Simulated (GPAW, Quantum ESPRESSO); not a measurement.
Consider Ti6O (P-31m).

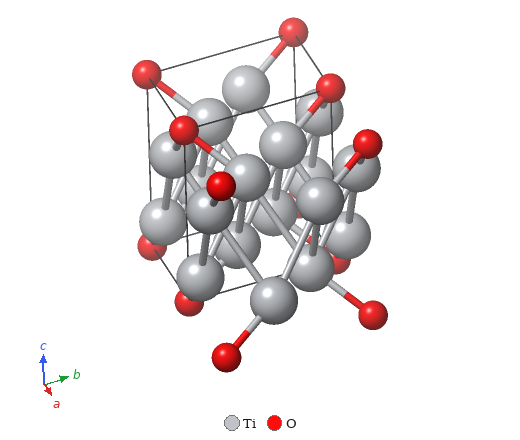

The structure (titanium light grey, oxygen red). 2×1×1 cells are drawn. Some periodic images of atoms are drawn too.

```xyz
7
Lattice="5.1300 0.0000 0.0000 -2.5650 4.4427 0.0000 0.0000 0.0000 4.7400" Properties=species:S:1:pos:R:3 pbc="T T T"
Ti    0.8541    1.4794    3.5550
Ti    3.4217    0.0000    3.5550
Ti   -1.7109    2.9633    3.5550
Ti    1.7109    2.9633    1.1850
Ti   -0.8541    1.4794    1.1850
Ti    1.7083    0.0000    1.1850
O     0.0000    0.0000    0.0000
```

Absorber: atom 7, with 6 Ti at 2.08 Å (octahedral, site symmetry -3m). Method: Quantum ESPRESSO XSpectra, LDA, excited-electron core hole (neutral cell), 14-atom cell with 5.1 Å between holes, 7×7×3 k points, dipole transitions, Lorentzian half width 0.3 eV up to 4 eV, rising linearly to 2.5 eV at 25 eV.

Q: Predict the near-edge structure at the O K edge.

Main maxima up to 24 eV above the zero (height): 1.9 eV (2.79), 3.1 eV (2.13) and 10.4 eV (1.01). A K edge sees empty p states; the first features are O p mixed into the empty d states of the Ti neighbours, and the broad ones above probably into the cations' higher empty bands. The total-energy difference is 535.92 eV. One term is added: -8.83 eV, since the hole is spin-paired here and a spin-polarised one costs that much less in the free atom (computed apart). The photon energy is then 527.09 eV. The functional leaves an error in such absolute values: in the free atom LDA prices this hole 4.1 eV below PBE (computed apart), and PBE is itself good to a few eV.

The O K spectrum (energy from the energy zero of the input (xe0, at the border of filled and empty states); intensity scaled to a mean of 1 over the first 20 eV; the points at xe0, where the cut of filled states can leave a spike, are interpolated; polarised curves are means over the symmetry-equivalent atoms):

| E (eV) | isotropic | ε ⊥ c | ε ∥ c |
| --- | --- | --- | --- |
| -2.0 | 0.06 | 0.07 | 0.06 |
| -0.5 | 0.19 | 0.20 | 0.18 |
| 1.0 | 1.81 | 1.92 | 1.61 |
| 2.5 | 2.10 | 1.85 | 2.59 |
| 4.0 | 1.29 | 1.35 | 1.16 |
| 5.5 | 0.79 | 0.81 | 0.75 |
| 7.0 | 0.55 | 0.59 | 0.48 |
| 8.5 | 0.63 | 0.62 | 0.65 |
| 10.0 | 0.98 | 0.90 | 1.15 |
| 11.5 | 0.84 | 0.80 | 0.93 |
| 13.0 | 0.77 | 0.83 | 0.64 |
| 14.5 | 0.78 | 0.87 | 0.61 |
| 16.0 | 0.78 | 0.82 | 0.71 |
| 17.5 | 0.76 | 0.75 | 0.77 |
| 19.0 | 0.72 | 0.69 | 0.78 |
| 20.5 | 0.71 | 0.65 | 0.83 |
| 22.0 | 0.74 | 0.70 | 0.83 |
| 23.5 | 0.76 | 0.76 | 0.75 |
| 25.0 | 0.73 | 0.76 | 0.68 |
| 26.5 | 0.69 | 0.73 | 0.62 |
| 28.0 | 0.66 | 0.69 | 0.60 |
| 29.5 | 0.65 | 0.67 | 0.62 |
| 31.0 | 0.66 | 0.66 | 0.65 |

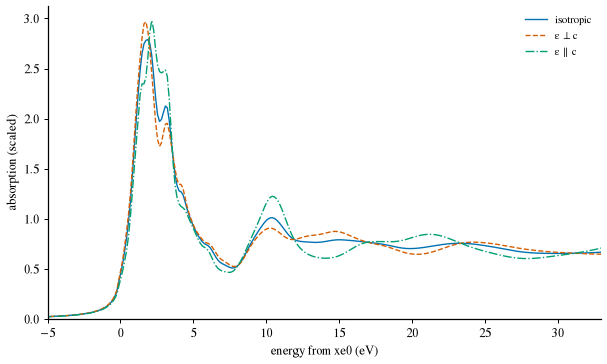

The O K edge.

The unit cell's mesh shows no gap over 0.35 eV. That is right for a metallic compound; for a small-gap or correlated insulator it would be the fault of the functional or of the assumed magnetic order, and the hole would be screened too well. The holes are only 5.1 Å apart, so the shape is probably not converged with cell size; no larger cell was run here. The structure is a published determination, not relaxed.

[Banner, clock and machine lines of the logs are left out without a mark of their own.]

[Logs are printed without paths, hosts, clocks, repeated set-up lines and the standing remarks that a program may print on its own settings, such as how far it seeks lower states.]

[Hosts, paths, dates, database ids (printed as entryN), source tags and the programs' standing remarks are cut or masked in the printed files.]

[Lists of maxima count a maximum above −3 eV only where it reaches 4 % of the highest in the window and stands out from its surroundings by 2 % of it (1.5 % where it reaches 55 %); shoulders and weaker maxima are passed over, and of the rest the first, up to two pre-edge ones and the few strongest are named.]
